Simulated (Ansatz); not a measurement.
System: BrClHSi$_{2}$ (SMILES Cl[SiH][Si]Br) (doublet).

```xyz
5

Br   -2.2739    0.8707    1.0678
Cl    0.9296    1.5068   -1.3963
Si    0.5628   -0.3663   -0.5916
Si   -1.1363   -1.1117    0.8362
H     1.6411   -1.2682   -1.0947
```

Geometry: B3LYP/6-31G*.

All numbers below come from isolated molecule in a Gaussian basis; Kohn-Sham density functional theory, functional PBE0 in Ansatz 0.2.0.

What can the converged electron density, electron localisation function and spin density tell about the bonding?

Si–Cl (2.07 Å): ρ at the midpoint is about 0.87 e/Å³; the ELF peaks at about 0.85 between the atoms, as expected for a shared but strongly polarised pair.
Si–Br (2.30 Å): ρ at the midpoint is about 0.67 e/Å³, with its minimum of 0.53 e/Å³ about 0.8 Å from Si; the ELF peaks at about 0.80 between the atoms: a polar covalent bond.
Si–Si (2.34 Å): ρ at the midpoint is about 0.58 e/Å³; the ELF peaks at about 0.95 between the atoms; localised, covalent bonding.
Si–H (1.49 Å): ρ at the midpoint is about 0.82 e/Å³; the ELF climbs to about 1 towards the hydrogen, as it does in any bond to H.
The unpaired spin (1 electron) lies mostly on Si3 (about 0.5) and Si4 (about 0.3), in electrons by Hirshfeld's partition.

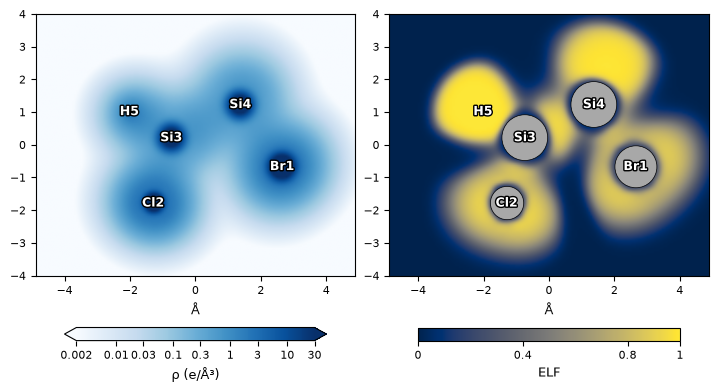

Computed electron density and electron localisation function on the molecular plane, in this order. Grey discs cover the atomic cores in the ELF map. 
